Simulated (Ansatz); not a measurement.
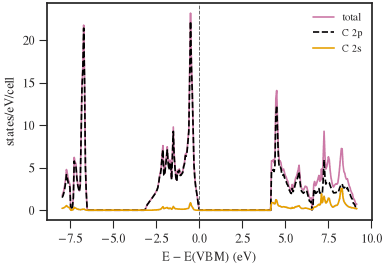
Figure. Total and projected density of states of C in space group Pn-3m (No. 224; C on 2a, C on 8e), PBE (plane waves, PAW; program Ansatz)

Q: Which orbitals carry the states next to the gap?

A: Top 1 eV of the valence band: C 2p 97 %. Bottom 1 eV of the conduction band: C 2p 86 %, C 2s 10 %. Projections are on Löwdin-orthogonalised atomic valence shells; empty p or d shells of many metals are not among them.

Q: Where is the tallest occupied peak in this window, and what makes it?

A: Near -0.5 eV, about 23 states/eV per cell; the largest projected share is C 2p.

The start of the workflow was typed in or built on a structure type; neither database checked (COD, Materials Project) lists it. It is not the phase usual at ambient conditions (space group No. 194, 227). Symmetry was held in the PBE relaxation; whether a distortion lowers the energy is not shown.

Potentials: the earlier of the program's two PAW sets.
